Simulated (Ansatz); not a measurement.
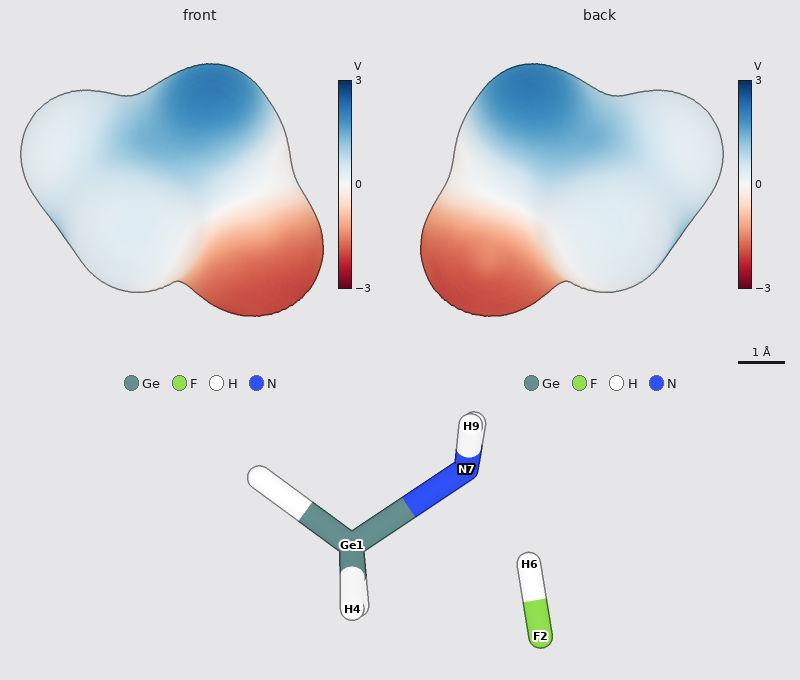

GeH₅N···HF. The molecular electrostatic potential painted on the density surface at 0.002 e/bohr³, seen from the front and from behind; the colour scale runs from red (negative) to blue (positive). The bare structure is drawn below in the same view.

These are results of RKS LDA/def2-SVP in Ansatz 0.2.0, not measurements.

```xyz
9

Ge   -0.5368    0.8244   -0.0938
F    -0.7882   -2.0064   -0.2817
H    -0.9776    0.5585   -1.5385
H    -1.5870    0.4456    0.9577
H    -0.1239    2.3120    0.0742
H     0.0486   -1.5248   -0.0557
N     0.9384   -0.2879    0.2158
H     1.7093   -0.1253   -0.4467
H     1.3173   -0.1960    1.1685
```

Which sites attract a positive test charge, and which a negative one?

A positive charge is drawn to the negative regions and a negative charge to the positive ones. The most negative region (about −2.0 V, or −46 kcal/mol for a unit charge) lies over F2, the most positive (about +2.1 V, or +48 kcal/mol for a unit charge) over H8 and H9.
